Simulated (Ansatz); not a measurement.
# Alloy of Ga2O3 and Al2O3 (30 of 48 Ga sites exchanged), 120 atoms, part 1 of 2

How does this alloy cell relax, and what gap do PBEsol and HSE06 give?

All numbers are computed with Ansatz 0.2.0 (PAW, plane waves).

### Step 1. The system as built

120 atoms (30 Al, 18 Ga, 72 O); a = 11.989 Å, b = 8.903 Å, c = 11.403 Å, α = 90.00°, β = 103.93°, γ = 90.00°. All atoms were shaken off their sites by about 0.02 Å along each axis.

The runs, in order: (2) PBEsol cell relaxation at the single k point (¼, ¼, ¼), on 1 × NVIDIA H100 80GB HBM3 with 4 threads of AMD EPYC 7R13; (3) HSE06 single point at the Γ point alone, on 1 × NVIDIA H100 80GB HBM3 with 4 threads of AMD EPYC 7R13.

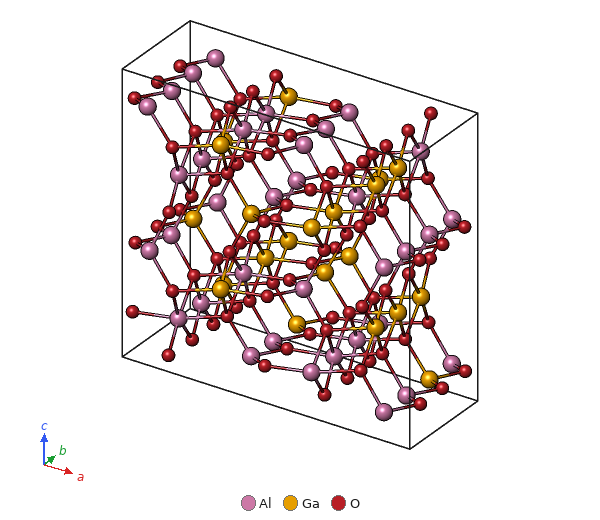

The starting cell, seen slightly off an axis (aluminium pink, gallium amber, oxygen red). Atoms on faces are repeated.

### Step 2. PBEsol relaxation of the cell and the positions

Input file in.yaml:

```yaml
crystal:
  lattice:
    - [11.989201, 0.000000, -0.018204]
    - [0.000000, 8.903499, 0.000000]
    - [-2.728931, 0.000000, 11.072091]
  atoms:
    - { symbol: Al, position: [0.407949, 0.169927, 0.104959] }
    - { symbol: Al, position: [0.407208, 0.500221, 0.099427] }
    - { symbol: Al, position: [0.410454, 0.500403, 0.603238] }
    - { symbol: Al, position: [0.409999, 0.834559, 0.603545] }
    - { symbol: Al, position: [0.157095, 0.164790, 0.156502] }
    - { symbol: Al, position: [0.158559, 0.165399, 0.655602] }
    - { symbol: Al, position: [0.157325, 0.497388, 0.153409] }
    - { symbol: Al, position: [0.159842, 0.500872, 0.654504] }
    - { symbol: Al, position: [0.094554, 0.002365, 0.398537] }
    - { symbol: Al, position: [0.087927, 0.002489, 0.897391] }
    - { symbol: Al, position: [0.091965, 0.333975, 0.396538] }
    - { symbol: Al, position: [0.095066, 0.329782, 0.899017] }
    - { symbol: Al, position: [0.087748, 0.669125, 0.900941] }
    - { symbol: Al, position: [0.910157, 0.998234, 0.100222] }
    - { symbol: Al, position: [0.910758, 0.001426, 0.602505] }
    - { symbol: Al, position: [0.909406, 0.332465, 0.101788] }
    - { symbol: Al, position: [0.907534, 0.334079, 0.600998] }
    - { symbol: Al, position: [0.909832, 0.670163, 0.603735] }
    - { symbol: Al, position: [0.657876, 0.999147, 0.158089] }
    - { symbol: Al, position: [0.658045, 0.334700, 0.156926] }
    - { symbol: Al, position: [0.659240, 0.667906, 0.159046] }
    - { symbol: Al, position: [0.658975, 0.665417, 0.657157] }
    - { symbol: Al, position: [0.342657, 0.333597, 0.344724] }
    - { symbol: Al, position: [0.342226, 0.333557, 0.843170] }
    - { symbol: Al, position: [0.343485, 0.666653, 0.842842] }
    - { symbol: Al, position: [0.590969, 0.168123, 0.397384] }
    - { symbol: Al, position: [0.591792, 0.171206, 0.897155] }
    - { symbol: Al, position: [0.590005, 0.499323, 0.897405] }
    - { symbol: Al, position: [0.592578, 0.834210, 0.898926] }
    - { symbol: Al, position: [0.841205, 0.832967, 0.843673] }
    - { symbol: Ga, position: [0.409413, 0.166968, 0.599939] }
    - { symbol: Ga, position: [0.411166, 0.833354, 0.104611] }
    - { symbol: Ga, position: [0.155647, 0.831177, 0.160532] }
    - { symbol: Ga, position: [0.157878, 0.832700, 0.658052] }
    - { symbol: Ga, position: [0.089109, 0.668534, 0.395965] }
    - { symbol: Ga, position: [0.910742, 0.665747, 0.102063] }
    - { symbol: Ga, position: [0.658361, 0.004054, 0.659052] }
    - { symbol: Ga, position: [0.657274, 0.333702, 0.658090] }
    - { symbol: Ga, position: [0.343007, 0.000013, 0.345148] }
    - { symbol: Ga, position: [0.343747, 0.997052, 0.846704] }
    - { symbol: Ga, position: [0.340113, 0.670509, 0.340411] }
    - { symbol: Ga, position: [0.586150, 0.501643, 0.397366] }
    - { symbol: Ga, position: [0.592704, 0.835417, 0.399590] }
    - { symbol: Ga, position: [0.841969, 0.163907, 0.344511] }
    - { symbol: Ga, position: [0.843032, 0.170086, 0.838569] }
    - { symbol: Ga, position: [0.839775, 0.502269, 0.339375] }
    - { symbol: Ga, position: [0.839758, 0.503447, 0.840921] }
    - { symbol: Ga, position: [0.842637, 0.831047, 0.339618] }
    - { symbol: O, position: [0.334436, 0.164105, 0.444228] }
    - { symbol: O, position: [0.336505, 0.168154, 0.946633] }
    - { symbol: O, position: [0.338711, 0.499831, 0.444600] }
    - { symbol: O, position: [0.336693, 0.498174, 0.946131] }
    - { symbol: O, position: [0.337488, 0.833724, 0.443631] }
    - { symbol: O, position: [0.338300, 0.833343, 0.944378] }
    - { symbol: O, position: [0.326348, 0.164675, 0.218369] }
    - { symbol: O, position: [0.326441, 0.165615, 0.714977] }
    - { symbol: O, position: [0.326238, 0.496337, 0.215848] }
    - { symbol: O, position: [0.323937, 0.498284, 0.718643] }
    - { symbol: O, position: [0.327814, 0.833342, 0.222221] }
    - { symbol: O, position: [0.326728, 0.833176, 0.716414] }
    - { symbol: O, position: [0.006634, 0.166202, 0.371264] }
    - { symbol: O, position: [0.003511, 0.167273, 0.872006] }
    - { symbol: O, position: [0.004913, 0.499765, 0.370743] }
    - { symbol: O, position: [0.005618, 0.499427, 0.872570] }
    - { symbol: O, position: [0.004333, 0.833848, 0.372511] }
    - { symbol: O, position: [0.004674, 0.835988, 0.871171] }
    - { symbol: O, position: [0.160341, 0.002168, 0.056473] }
    - { symbol: O, position: [0.162745, 0.002238, 0.554389] }
    - { symbol: O, position: [0.164653, 0.333147, 0.056923] }
    - { symbol: O, position: [0.163376, 0.331367, 0.555276] }
    - { symbol: O, position: [0.159774, 0.667129, 0.052439] }
    - { symbol: O, position: [0.164901, 0.667324, 0.555558] }
    - { symbol: O, position: [0.834929, 0.996649, 0.442969] }
    - { symbol: O, position: [0.837013, 0.000785, 0.946450] }
    - { symbol: O, position: [0.837088, 0.332212, 0.443926] }
    - { symbol: O, position: [0.838408, 0.335183, 0.945335] }
    - { symbol: O, position: [0.838828, 0.666032, 0.445713] }
    - { symbol: O, position: [0.836973, 0.666531, 0.942838] }
    - { symbol: O, position: [0.174728, 0.000725, 0.284534] }
    - { symbol: O, position: [0.174513, 0.001114, 0.783899] }
    - { symbol: O, position: [0.171335, 0.331458, 0.281641] }
    - { symbol: O, position: [0.175055, 0.336011, 0.782447] }
    - { symbol: O, position: [0.172739, 0.668086, 0.284113] }
    - { symbol: O, position: [0.174356, 0.661599, 0.784159] }
    - { symbol: O, position: [0.829681, 0.997062, 0.218829] }
    - { symbol: O, position: [0.826062, 0.003918, 0.717418] }
    - { symbol: O, position: [0.826474, 0.330290, 0.221614] }
    - { symbol: O, position: [0.826001, 0.330520, 0.717381] }
    - { symbol: O, position: [0.826285, 0.666701, 0.214925] }
    - { symbol: O, position: [0.825140, 0.668737, 0.716945] }
    - { symbol: O, position: [0.495466, 0.001125, 0.127767] }
    - { symbol: O, position: [0.494255, 0.999956, 0.630477] }
    - { symbol: O, position: [0.493926, 0.334393, 0.130764] }
    - { symbol: O, position: [0.492314, 0.334574, 0.628756] }
    - { symbol: O, position: [0.495383, 0.667371, 0.126767] }
    - { symbol: O, position: [0.497085, 0.669058, 0.627996] }
    - { symbol: O, position: [0.503877, 0.003279, 0.371385] }
    - { symbol: O, position: [0.507206, 0.997355, 0.867042] }
    - { symbol: O, position: [0.503329, 0.333200, 0.372693] }
    - { symbol: O, position: [0.504221, 0.336980, 0.874180] }
    - { symbol: O, position: [0.502299, 0.669815, 0.373511] }
    - { symbol: O, position: [0.505387, 0.667237, 0.871266] }
    - { symbol: O, position: [0.664030, 0.166857, 0.053231] }
    - { symbol: O, position: [0.663755, 0.164094, 0.556110] }
    - { symbol: O, position: [0.664461, 0.502177, 0.055235] }
    - { symbol: O, position: [0.662466, 0.501493, 0.553023] }
    - { symbol: O, position: [0.663122, 0.834273, 0.058354] }
    - { symbol: O, position: [0.662461, 0.833516, 0.554612] }
    - { symbol: O, position: [0.672121, 0.163592, 0.280708] }
    - { symbol: O, position: [0.672465, 0.162563, 0.779529] }
    - { symbol: O, position: [0.671394, 0.502685, 0.284243] }
    - { symbol: O, position: [0.670084, 0.500769, 0.783488] }
    - { symbol: O, position: [0.677143, 0.832922, 0.282104] }
    - { symbol: O, position: [0.673285, 0.833937, 0.782237] }
    - { symbol: O, position: [0.996924, 0.165851, 0.128161] }
    - { symbol: O, position: [0.994615, 0.165072, 0.627919] }
    - { symbol: O, position: [0.994780, 0.499700, 0.126478] }
    - { symbol: O, position: [0.995814, 0.498862, 0.626958] }
    - { symbol: O, position: [0.995598, 0.833346, 0.130069] }
    - { symbol: O, position: [0.993331, 0.831709, 0.630660] }
  symmetry: { detect: false }
kpoints:
  mp_grid: { grid: [1, 1, 1], shift: [0.25, 0.25, 0.25] }
hamiltonian:
  xc: pbesol
scf:
  occupations: { method: fermi_dirac, width: 0.01 }
relax:
  f_tol: 0.03
  max_steps: 80
  escape_saddle: false
  adjacent_minimum: "off"
  cell: { fix: [alpha, beta, gamma] }
output:
  forces: true
  eigenvalues: true
  populations: true
```

Run with:

```sh
$ ansatz run in.yaml --threads 4 --pin off --max-ram 42750MiB --runs-dir r --events-out ev --progress --plain --backend cuda --devices 0, --max-vram 37GiB
```

What it wrote:

```text
Pseudopotentials: kind: paw
Functional definition: PBEsol
  exchange = pbesol_x
  correlation = pbesol_c
Crystal: 120 atoms, lattice volume = 1181.457 Å³
Basis set: ecut = 420 eV, 23049 PW (Γ), exchange–correlation on 162×120×160 points (8 copies of the dense FFT grid, shifted against one another)
Bands: 498, of which v1, the nominal top of the filled ones, is band 378 counted from 1 (377 counted from 0)
Symmetry: 1 space group operations
k-points: 1
Non-local potential: Al, projectors of the file, l = 0: 2, l = 1: 2, l = 2: 1
Non-local potential: Ga, projectors of the file, l = 0: 2, l = 1: 2, l = 2: 3, l = 3: 1
Non-local potential: O, projectors of the file, l = 0: 2, l = 1: 2, l = 2: 1
PAW form: soft (Blöchl's): semilocal exchange-correlation on the pseudo side does not see the compensation charge
PAW frozen core: Al, regenerated for the run's functional, and the local potential with it (the file was generated under x = pbe(κ = 0.804, μ = 0.2195149727645171), c = pbe(β = 0.06672455060314922))
PAW frozen core: Ga, regenerated for the run's functional, and the local potential with it (the file was generated under x = pbe(κ = 0.804, μ = 0.2195149727645171), c = pbe(β = 0.06672455060314922))
PAW frozen core: O, regenerated for the run's functional, and the local potential with it (the file was generated under x = pbe(κ = 0.804, μ = 0.2195149727645171), c = pbe(β = 0.06672455060314922))
PAW one-centre angular grid: Al, 110 points (default); XC on 64 Gauss nodes
PAW one-centre angular grid: Ga, 590 points (default); XC on 64 Gauss nodes
PAW one-centre angular grid: O, 110 points (default); XC on 64 Gauss nodes
Initial density: superposition of atomic densities (neutral atoms: chi_scale 0, normalization atom), corrected by the library's trained network
Initial wavefunctions: pseudopotential atomic-orbital guess
Functional: x = pbesol(κ = 0.804, μ = 0.12345679012345678), c = pbesol(β = 0.046)
SCF iter   1: F=—  HF=-123623.073858 eV  |F-HF|=—  |Δ(HF+E_count)|=         —  Δρ=1.54e-2  dr2=2.19e0  ethr=1.77e-3  ⟨swp⟩=6.0  Hψ=2123  notcnv=0  defer=48
preconditioner: auto → Resta (q_TF=auto, 2.533 Å⁻¹)  ε∞=4.0  [insulator: Δε(μ)=4.290 eV  Ē_g=17.115 eV  σ=0.010 eV  W_gap=1.00  n_scr=328 (ndim 8)  ℏωp=29.7 eV  f_vac=0.000  D(μ)=0.00/eV (n_scr^D=0)  ε∞_Penn≈4.0]
SCF iter   2: F=—  HF=-123622.423111 eV  |F-HF|=—  |Δ(HF+E_count)|=   6.51e-1  Δρ=2.09e-3  dr2=2.81e-2  ethr=2.90e-4  ⟨swp⟩=2.0  Hψ=758  notcnv=0  defer=116
[... 5 lines of SCF cycles left out ...]
SCF iter   8: F=—  HF=-123622.426545 eV  |F-HF|=—  |Δ(HF+E_count)|=   2.11e-7  Δρ=3.66e-6  dr2=1.26e-7  ethr=2.27e-10  ⟨swp⟩=2.0  Hψ=754  notcnv=0  defer=116
SCF iter   9: F=-123622.426545 eV  HF=-123622.426545 eV  |F-HF|=2.37e-8  |Δ(HF+E_count)|=   1.73e-8  Δρ=1.86e-6  dr2=2.89e-8  ethr=1.32e-11  ⟨swp⟩=19.0  Hψ=2509  notcnv=0
SCF 1 converged in 9 iterations: F = -123622.426545 eV  dr2 = 2.89e-8
relax step   1: F+E_penalty+E_count = -123622.42654528 eV  Δ(F+E_penalty+E_count) = +0.000e0 eV  max|allowed force component| = 2.456e0 eV/Å  Δτ_max = 0.0000 Å  P = +1.274 GPa  Ω = 1181.457 Å³  fix = [alpha, beta, gamma]  reactions: alpha -0.151, beta +0.007, gamma +0.048 GPa/rad  (9 SCF iters, dr2 threshold 1.00e-7 eV, accepted)
[... 14 lines left out ...]
relax step   2: F+E_penalty+E_count = -123624.58390496 eV  Δ(F+E_penalty+E_count) = -2.157e0 eV  max|allowed force component| = 1.268e0 eV/Å  Δτ_max = 0.0620 Å  P = -0.081 GPa  Ω = 1185.630 Å³  energy of the carried Pulay correction = -2.125e-2 eV  fix = [alpha, beta, gamma]  reactions: alpha -0.100, beta -0.055, gamma +0.050 GPa/rad  (7 SCF iters, dr2 threshold 1.20e-5 eV, accepted)
[... 4 lines left out ...]
relax step   3: F+E_penalty+E_count = -123625.48037392 eV  Δ(F+E_penalty+E_count) = -8.965e-1 eV  max|allowed force component| = 1.332e-1 eV/Å  Δτ_max = 0.0739 Å  P = -0.113 GPa  Ω = 1184.572 Å³  energy of the carried Pulay correction = -1.587e-2 eV  fix = [alpha, beta, gamma]  reactions: alpha +0.015, beta -0.126, gamma +0.052 GPa/rad  (7 SCF iters, dr2 threshold 1.20e-5 eV, accepted)
[... 4 lines left out ...]
relax step   4: F+E_penalty+E_count = -123625.49487257 eV  Δ(F+E_penalty+E_count) = -1.450e-2 eV  max|allowed force component| = 6.152e-2 eV/Å  Δτ_max = 0.0133 Å  P = +0.001 GPa  Ω = 1183.655 Å³  energy of the carried Pulay correction = -1.120e-2 eV  fix = [alpha, beta, gamma]  reactions: alpha +0.005, beta -0.170, gamma +0.042 GPa/rad  (7 SCF iters, dr2 threshold 1.11e-6 eV, accepted)
[... 11 lines left out ...]
relax step   5: F+E_penalty+E_count = -123625.49628563 eV  Δ(F+E_penalty+E_count) = -1.413e-3 eV  max|allowed force component| = 5.903e-3 eV/Å  Δτ_max = 0.0034 Å  P = -0.002 GPa  Ω = 1183.730 Å³  energy of the carried Pulay correction = -1.159e-2 eV  fix = [alpha, beta, gamma]  reactions: alpha +0.008, beta -0.165, gamma +0.044 GPa/rad  (6 SCF iters, dr2 threshold 2.37e-7 eV, accepted)
[... 10 lines left out ...]
relax step   6: F+E_penalty+E_count = -123625.50595243 eV  Δ(F+E_penalty+E_count) = -9.667e-3 eV  max|allowed force component| = 6.006e-3 eV/Å  Δτ_max = 0.0000 Å  P = +0.016 GPa  Ω = 1183.730 Å³  fix = [alpha, beta, gamma]  reactions: alpha +0.013, beta -0.152, gamma +0.050 GPa/rad  stress off target by 2.12e-2 GPa on what of the cell is left free  SCF on the basis re-selected at this cell (its en [...]
SCF converged after 6 iterations
Free energy (F): -123625.505952 eV
Harris-Foulkes:  -123625.505952 eV  (|F-HF|=2.62e-10)
Internal energy: -123625.505952 eV  (E = F + TS)
E sigma→0 (E₀):  -123625.505952 eV
Fermi energy:    9.256016 eV
--- Per-component energies (eV) ---
  E_band       = -609.358729
  E_kinetic    = 15605.111749
  E_local      = -66976.368886  (includes V_loc(G=0)·N_el)
  E_nonlocal   = 11591.283087
  E_hartree    = 29141.781450
  E_xc         = -7690.185490
  E_vxc        = -8700.333375  (∫ρ·V_xc dr)
  E_paw        = -59910.562454  (= ΣΔE_a)
  E_vpaw       = -10412.792153  (= ΣTr[D̂ρ^β])
  E_aug_tail   = 0.177513  (compensation charges beyond the density's cutoff)
  E_ewald      = -45405.391423
  E_core_change = 18.648501  (= ΣΔE_core)
  E_smearing   = -0.000000  (= −TS)
  E_closure    = -0.000000  (closes the sum)
  Σ components = -123625.505952   (vs F -123625.505952, Δ=0.00e0)
--- Forces (eV/Å), atoms counted from 1 ---
  atom   1  Al     0.00022390     0.00176420    -0.00361804
  atom   2  Al    -0.00056534    -0.00103292    -0.00324889
[... 2 atoms left out ...]
  atom   5  Al    -0.00003511     0.00000290    -0.00520373
[... 1 atom left out ...]
  atom   7  Al     0.00076646     0.00035344    -0.00569587
  atom   8  Al     0.00079097    -0.00157989     0.00522154
[... 10 atoms left out ...]
  atom  19  Al     0.00124841     0.00147864    -0.00528547
  atom  20  Al    -0.00272702    -0.00068119    -0.00600588
  atom  21  Al     0.00076033    -0.00140596    -0.00452707
[... 4 atoms left out ...]
  atom  26  Al     0.00262809     0.00229230     0.00291300
  atom  27  Al    -0.00320021     0.00272829     0.00183935
[... 93 atoms left out ...]
  max |Σ_I F_I| component: 1.26e-4 eV/Å
--- Stress (GPa, compression-positive) ---
       -0.014789      -0.047044       0.142935
       -0.047044       0.007341      -0.012981
        0.142929      -0.012981       0.056230
  P = ⅓ Tr σ = 0.0163 GPa (0.163 kbar)
--- Band table (eV) ---
  k-point 0: bands = [... 366 lower levels ..., "6.6533", "6.6836", "6.7866", "6.8388", "6.8697", "6.9017", "6.9210", "6.9566", "6.9677", "7.0019", "7.0194", "7.1409", "11.3711", "12.0260", "12.2605", "12.8028", "12.8984", "13.0605", "13.2088", "13.2870", "13.3490", "13.4479", "13.5141", "13.5761", ... 108 higher levels ...]
--- Relaxed structure (5 steps of the walk, 5 accepted, 1 SCFs on fresh bases) ---
  F+E_penalty+E_count = -123625.50595243 eV   max|allowed force component| = 6.006e-3 eV/Å   (the final SCF, on the basis selected at the relaxed cell)
  cell:  # Å, volume = 1183.7303 Å³
    - [11.998149518986054, 1.3087816310796968e-112, -0.016891523378490182]
    - [9.643995986804351e-113, 8.915269716901872, -4.963486631365628e-112]
    - [-2.729758641487964, -6.468013937103861e-112, 11.07018318420516]
  atoms:
    - { symbol: Al, position: [0.4105483550069107, 0.17023137032857794, 0.10353969606011025] }
    - { symbol: Al, position: [0.410406384557775, 0.4977335518801433, 0.10134009847144819] }
[... 118 atoms left out; the next input holds them all, rounded ...]
--- Löwdin populations: 120 sites ---
  site symbol       q [e]
     0     Al      1.6671
     1     Al      1.6636
[... 118 atoms left out ...]
  spilling = 0.005477 (of n_electrons = 756.000000)
```

Wall time 15 s (1 × NVIDIA H100 80GB HBM3 with 4 threads of AMD EPYC 7R13, shared host); peak host memory 1.6 GiB.

Step by step (solves on a freshly chosen basis count as rows, and their energies jump a little):

```
accepted step  energy change (eV)  largest force component (eV/Å)  SCF cycles  pressure (GPa)
            1               0.000                           2.456           9            1.27
            2              -2.157                           1.268           7           -0.08
            3              -3.054                           0.133           7           -0.11
            4              -3.068                           0.062           7            0.00
            5              -3.070                           0.006           6            0.00
            6              -3.079                           0.006           6            0.02
```

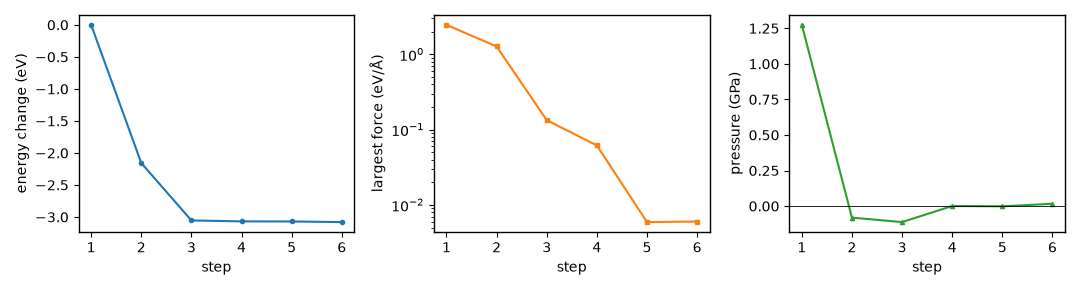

Energy, largest force component and pressure along the relaxation.

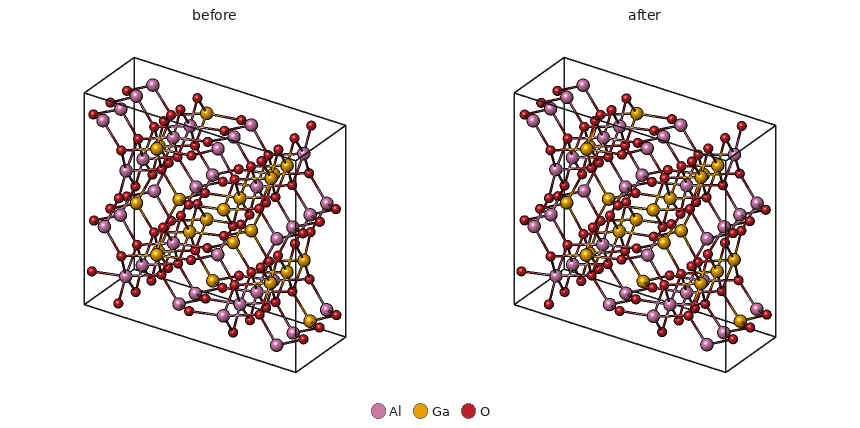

Before and after, at one scale.

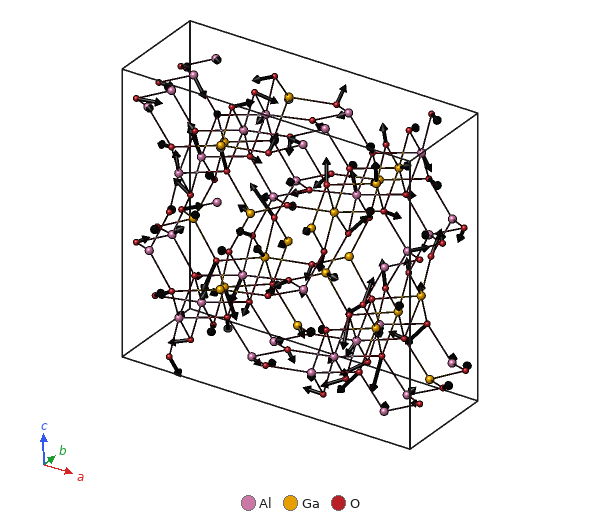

The relaxed cell; black arrows show the larger shifts of the atoms, drawn 15 times longer.

|  | before | after | change |
| --- | --- | --- | --- |
| a (Å) | 11.989 | 11.998 | +0.07 % |
| b (Å) | 8.903 | 8.915 | +0.13 % |
| c (Å) | 11.403 | 11.402 | -0.01 % |
| volume (Å³/atom) | 9.845 | 9.864 | +0.19 % |

Bonds in the relaxed cell, counted within a distance cut:

```
pair  count  mean (Å)  spread (Å)  least   most
Al–O    144     1.856       0.089  1.756  2.030
Ga–O     96     1.956       0.088  1.819  2.119
```

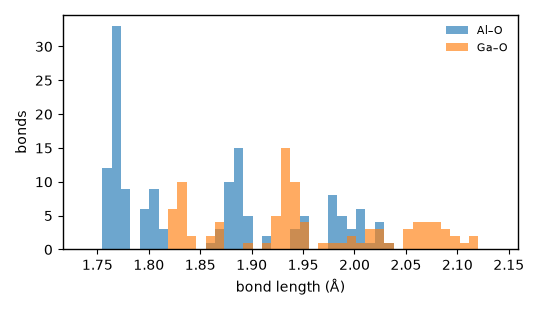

Spread of the bond lengths.

Top filled level 7.141 eV, lowest empty level 11.371 eV: 4.23 eV apart at the single k point (¼, ¼, ¼).

(Continued in part 2 of 2.)
